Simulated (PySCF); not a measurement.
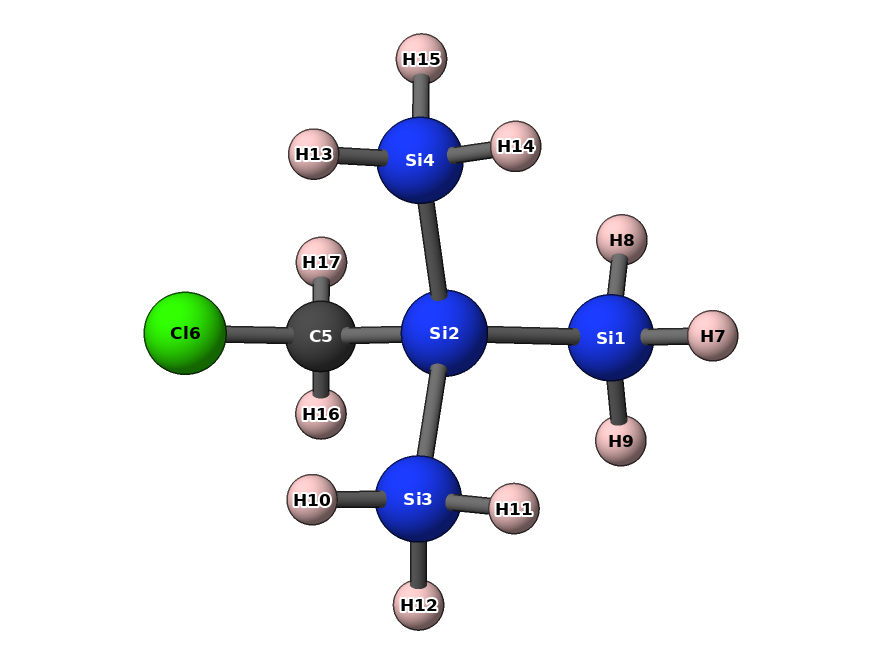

The geometry was computed by an optimisation with GFN2-xTB. No frequency run is at hand to confirm it as a minimum. Method: GIAO PBE0/pcSseg-1 NMR shielding, non-relativistic, gas phase (PySCF 2.14.0). Principal shieldings σ11 ≤ σ22 ≤ σ33, span Ω = σ33 − σ11, skew κ = 3(σiso − σ22)/Ω.

Give the shielding tensors of the Cl atoms.

```tsv
atom	σ11	σ22	σ33	σiso	Ω	κ
Cl6	766.7	784.9	1068.7	873.4	302.0	0.88
```

Shieldings and span in ppm.

The geometry is semi-empirical. Around Si such bond lengths and angles can be off by a tenth of an ångström or more and by several degrees, and values that hang on the shape move with them.
